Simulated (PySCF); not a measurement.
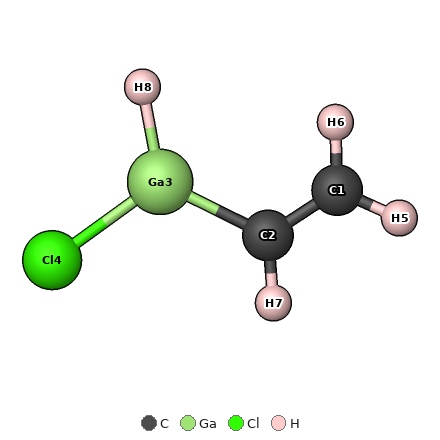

C₂H₄ClGa, SMILES C=[CH][GaH][Cl], singlet. Vertical core-electron binding energies by ΔSCF (B3LYP, pcX-2 on the ionised atom, pcseg-1 elsewhere, spin-free X2C; PySCF, at a PBE0-D3(BJ)/def2-SVP geometry (no frequency check)), gas phase, against the vacuum level. One atom of each kind was ionised; within a panel, areas follow the number of like atoms and 2j + 1 (2p levels are split by first-order spin-orbit coupling, an approximation), each panel is scaled alone, Gaussians of 1.0 eV full width. Only the regions named are shown. Lines closer than the width merge in the curve.

Question: Predict the Cl 2p, C 1s and Cl 1s photoelectron lines.

Answer:
```
   level  atoms  binding energy (eV)
Cl 2p1/2    Cl4                206.5
Cl 2p3/2    Cl4                204.8
    C 1s     C1                291.1
    C 1s     C2                290.6
   Cl 1s    Cl4               2825.4
```

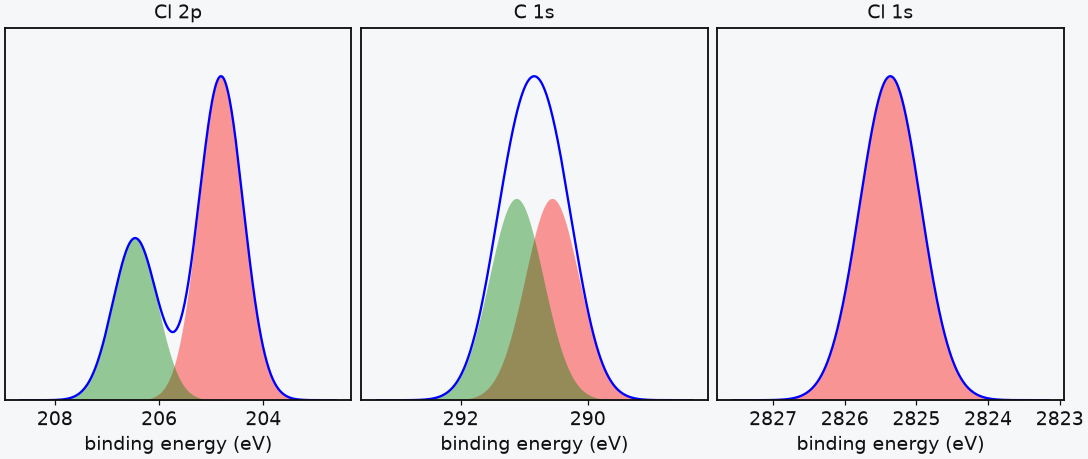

Note: one conformer of a flexible molecule.
